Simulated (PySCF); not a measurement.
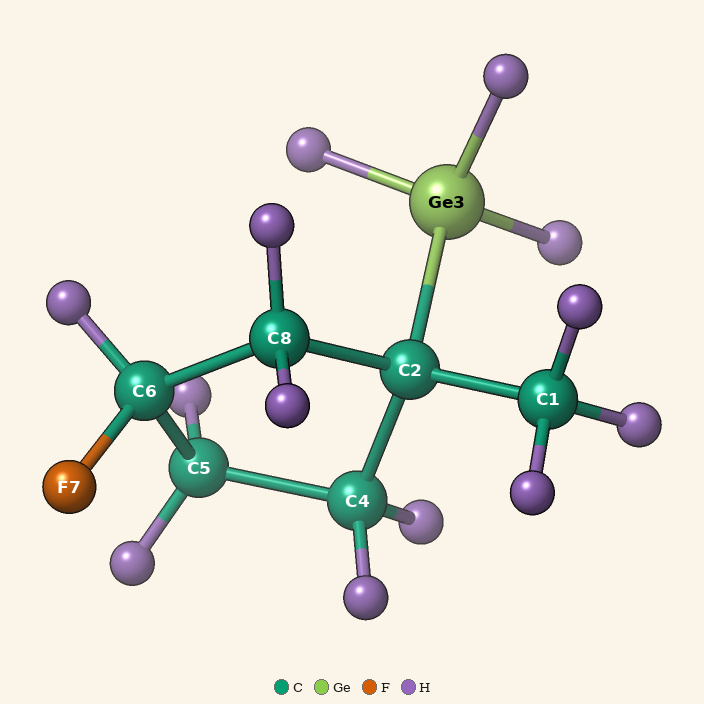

Depth is shown by fading: the farther an atom, the more it takes the colour of the background. The geometry was computed by an optimisation with PBE0-D3(BJ)/def2-SVP. No frequency run is at hand to confirm it as a minimum.

Q: What is the conformation of the ring C2–C4–C5–C6–C8?

A: It is between envelope and twist. The Cremer–Pople amplitude Q is 0.39 Å.

Q: Give the torsion angles round the ring, beginning with the bond from its second to its third atom.

A: −36°, 18°, 7°, −28°, 39°.
